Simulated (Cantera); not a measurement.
Charge: 1 mol LiOH, 3.5 mol H₂, 0.096 mol H₂O, held at 0.100 bar.

Method: chemical equilibrium by Gibbs-energy minimisation in Cantera with the NASA 1993 tables (ideal gas, pure condensed phases). Candidate condensed phases: H₂O, Li, LiH, LiOH, Li₂O; 17 gas species. Equilibrium is a limit: real reactors are often held back by kinetics, nucleation or transport.

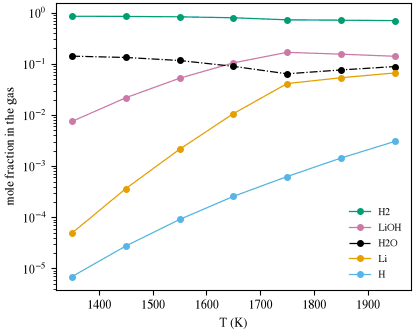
*Equilibrium gas composition (values under 1e-9 drawn at 1e-9)*

### Question
Read off the mole fractions at 1750 K.

### Answer
H₂ about 0.72, LiOH about 0.17, H₂O about 0.064, Li about 0.041, H about 0.00063.
